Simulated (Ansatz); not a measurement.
# Pressure series in Tl2HgSiSe4

The parent structure is Tl$_{2}$HgSiSe$_{4}$ (space group I-42m, No. 121; a = 7.9198 Å, c = 6.6801 Å; a cell from a computed database, its experimental status unchecked).

Cell and atoms are relaxed at each pressure.

Method: Ansatz (a first-principles code), PBEsol, PAW, cutoff 420 eV, no SOC.

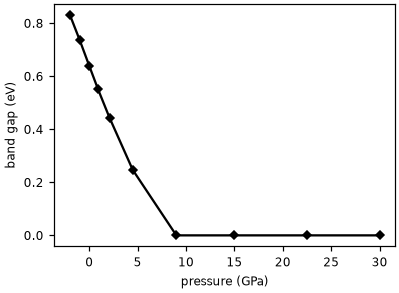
Fig. 1. Band gap against pressure

### Question
From the plot, what is the band gap for pressure 9 GPa?

### Answer
About 0.00 eV.

### Question
Is the trend monotonic over the range shown?

### Answer
Yes, it falls throughout, spanning zero to 0.83 eV.

The mesh was chosen for an insulator and is coarse for the gapless case. Spin-orbit coupling, missing from the scalar runs, can matter with Hg and Tl. Load acts through the strain it causes; cell and atoms are relaxed under it. Whether these cells are dynamically stable was not tested. No other phases were tried under pressure. The final runs are not spin-polarised. A zero or small gap of Tl2HgSiSe4 under pressure 4.5 GPa, Tl2HgSiSe4 under pressure 9 GPa, Tl2HgSiSe4 under pressure 15 GPa and Tl2HgSiSe4 under pressure 22.5 GPa can be the functional's error rather than a property of the material.
